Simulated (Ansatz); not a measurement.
# BClH4OSi···H2: what the fields show

Input file:

```
crystal:
  periodic: [false, false, false]
  atoms:
    - { symbol: B, position_ang: [0.077857, -0.328283, -0.387088] }
    - { symbol: H, position_ang: [-0.395217, -0.078215, 1.951875] }
    - { symbol: H, position_ang: [0.985881, 0.431856, -0.211586] }
    - { symbol: Cl, position_ang: [-1.462669, 0.32628, -1.006028] }
    - { symbol: O, position_ang: [0.250474, -1.680519, -0.183608] }
    - { symbol: Si, position_ang: [-0.845315, -2.947679, -0.491992] }
    - { symbol: H, position_ang: [-0.097942, -4.199346, -0.167478] }
    - { symbol: H, position_ang: [-2.045954, -2.820724, 0.394283] }
    - { symbol: H, position_ang: [-1.254223, -2.947786, -1.930411] }
    - { symbol: H, position_ang: [-0.141493, -0.720783, 1.781734] }
basis:
  gaussian: { orbitals: "6-31G*" }
hamiltonian:
  xc: pbe
  dispersion: d4
relax:
  f_tol: 0.03
  max_steps: 50
output:
  orbitals: {}
```

Command:

```sh
ansatz run input.yaml --threads 1 --pin off --max-ram 2048MiB --backend cpu --events-out ev --progress --plain --runs-dir out
```

The fields are those of the run's last geometry, not of the input's.

The calculation used RKS PBE-D4/6-31G* (Ansatz).

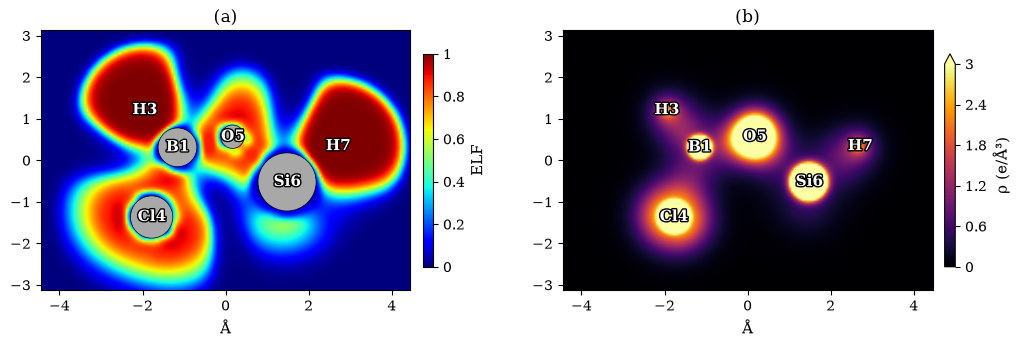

Figure 1. (a) electron localisation function; (b) electron density on the plane of atoms H3, B1 and Cl4. Grey discs cover the atomic cores in the ELF map.

Q: What do the fields say about this system?

A: The plane passes through B, H, Cl, O and Si nuclei.
B–O (1.35 Å): ρ is about 2.1 e/Å³ halfway; the ELF peaks at about 0.90 between the atoms; a polar covalent bond.
Si–O (1.71 Å): the density is about 0.98 e/Å³ at the midpoint; the ELF peaks at about 0.85 between the atoms, as expected for a polar covalent bond.
B–Cl (1.79 Å): ρ at the midpoint is about 1.3 e/Å³; the ELF peaks at about 0.90 between the atoms, as expected for a shared but strongly polarised pair.
B–H (1.20 Å): ρ is about 1.3 e/Å³ halfway; the ELF climbs to about 1 towards the hydrogen, as it does in any bond to H (an ordinary covalent bond to hydrogen).
Si–H (1.49 Å): ρ is about 0.79 e/Å³ halfway; the ELF climbs to about 1 towards the hydrogen.
The ELF also peaks beside Cl4 and O5, away from the bonds: lone-pair regions.

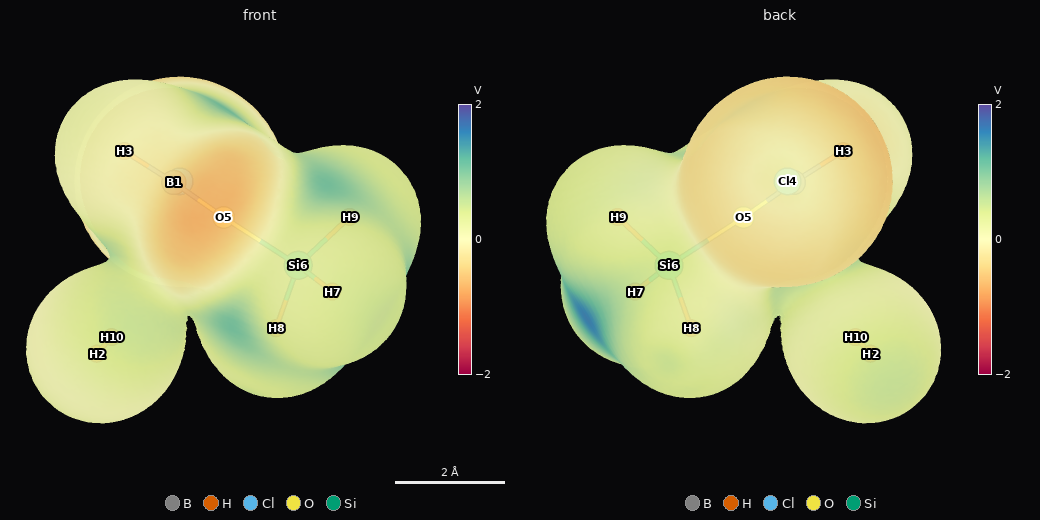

Figure 2. The molecular electrostatic potential painted on the density surface at 0.002 e/bohr³, seen from the front and from behind; the colour scale runs from red (negative) to blue (positive).

Q: Describe the electrostatic potential map.

A: The most negative region (about −0.7 V) lies over O5, the most positive (about +1.6 V) over Si6.

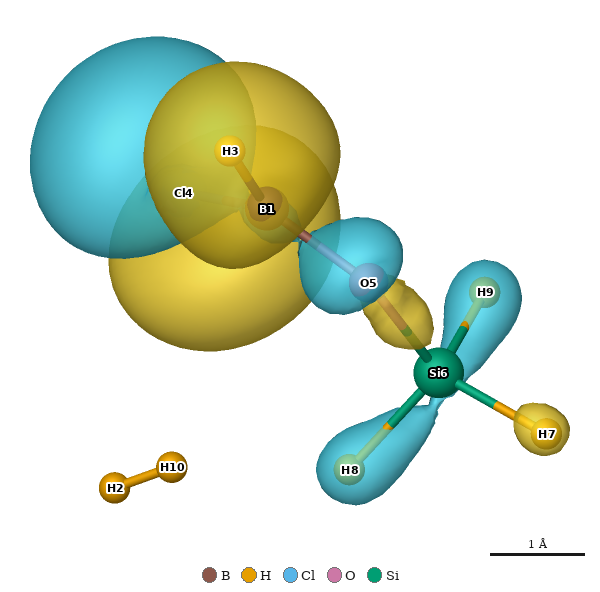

Figure 3. One frontier orbital at ±0.08 Å⁻³ᐟ² (yellow and cyan are the two phases), seen at a tilt.

Q: Which orbital is it: HOMO or LUMO?

A: The HOMO, at −7.50 eV. Its weight (Hirshfeld) is mainly on Cl4 (about 70 %), B1 (about 10 %) and H3 (about 10 %); largely a lone pair of Cl4.
